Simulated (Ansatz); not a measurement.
Take GaP in the zinc blende structure (space group F-43m, No. 216; a = 5.438 Å) as the base.

The change: a fraction x = 0.75 of the Ga sites is given to In, ordered in a cell of 8 atoms (starting symmetry Pmm2) and fully relaxed.

Calculations: PBEsol/PAW in Ansatz (a program for electronic structure), no SOC.

The zone is the changed cell's own and can be folded.

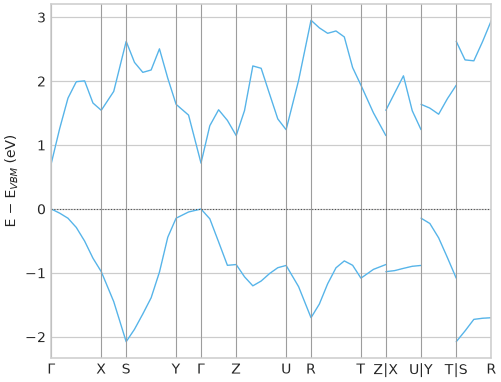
*Highest valence and lowest conduction band along the path of the changed cell's own zone*

Task: Read the changed gap and its character from the plot.

Result: About 0.7 eV, direct at Γ.

Each cell is one ordered arrangement of few atoms, which overstates ordering effects compared with a random alloy. Stability against distortions was not tested. k-point labels follow each cell's own Brillouin zone.
